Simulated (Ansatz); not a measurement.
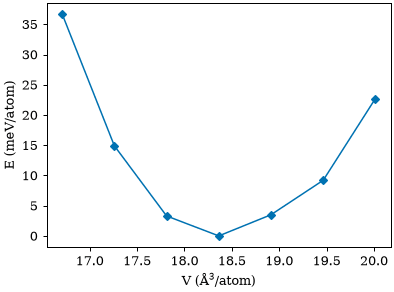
Fig. 1. SiGe in space group P-6m2 (No. 187; Ge on 1a, Si on 1f) under volume change, PBE (plane waves, PAW; program Ansatz), shape and atoms relaxed at each volume.

Q: What does a third-order Birch–Murnaghan fit give for V₀, B₀ and B′?

A: V₀ = 18.34 Å³/atom, B₀ = 66.2 GPa, B′ = 5.6.

A made-up cell: these elements were put on the sites of a structure type; neither database checked (COD, Materials Project) lists it. Whether it is the stable phase at ambient conditions was not checked. The cell was relaxed with PBE under the symmetry of its start; whether a distortion lowers the energy is not shown.

Potentials: the later of the program's two PAW sets.
